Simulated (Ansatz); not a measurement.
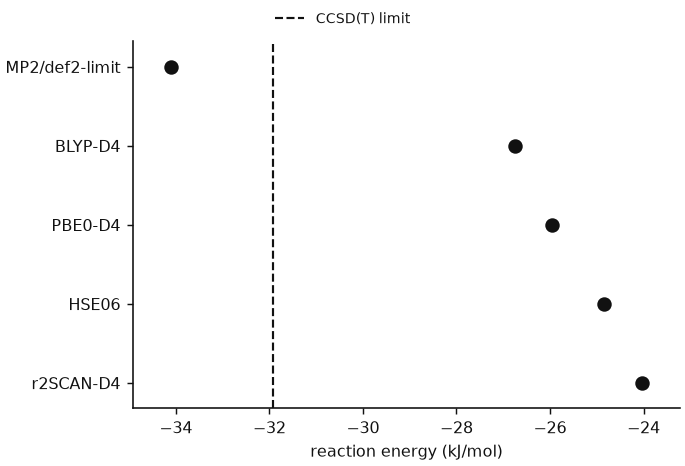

Electronic reaction energy of YN₃H₆ ([NH2][Y]([NH2])[NH2]) + TiH₂O₂ClF ([OH][Ti]([OH])([F])[Cl]) → YN₂H₅O ([NH2][Y]([NH2])[OH]) + TiNH₃OClF ([NH2][Ti]([OH])([F])[Cl]) (SMILES in brackets) at several levels (functionals in def2-TZVPP unless a basis is named), isolated molecules at PBE0-D4 triple-zeta geometries, minima by their frequencies, no zero-point or thermal terms, the Ansatz code. The line is frozen-core CCSD(T) at the basis limit (MP2 extrapolated from triple and quadruple zeta, plus CCSD(T) less MP2 in a smaller set). No dispersion term is added to HSE06. Core potentials past Kr.

Q: What range do the values span, the line included?

A: From −34.1 kJ/mol (MP2/def2-limit) to −24.0 kJ/mol (r2SCAN-D4).

Q: Which level comes closest to the line (CCSD(T) limit), and which misses most?

A: Closest MP2/def2-limit (−34.1 kJ/mol), against −31.9 kJ/mol; farthest r2SCAN-D4 (−24.0 kJ/mol).

Caveats: no scalar relativity up to krypton; outer-core shells are correlated without core-valence functions, which makes the correlated values less sure.
